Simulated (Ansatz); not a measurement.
# A computed series for InAs: alloy series

Consider InAs in the zinc blende structure (space group F-43m, No. 216; a = 6.087 Å).

The other end (x = 1) is GaAs in the zinc blende structure (space group F-43m, No. 216): 22.66 Å³/atom, gap 0.42 eV.

Ga replaces a fraction x of In; each row is one arrangement (x, atoms in the cell, starting space group or random), fully relaxed.

Level of theory: PBEsol/PAW in Ansatz (an electronic-structure program), without spin-orbit coupling, earlier PAW set.

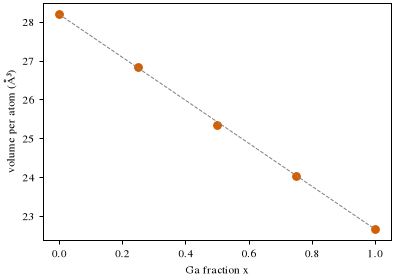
Figure: Volume per atom against Ga fraction x; the dashed line joins the ends

Question: From the plot, what is the volume per atom for x(Ga) = 0.5, 4 atoms, P-4m2?

Answer: About 25.3 Å³.

These are small ordered cells, not random alloys; other orderings at the same x differ. Stability against distortions was not tested. The final runs are not spin-polarised.
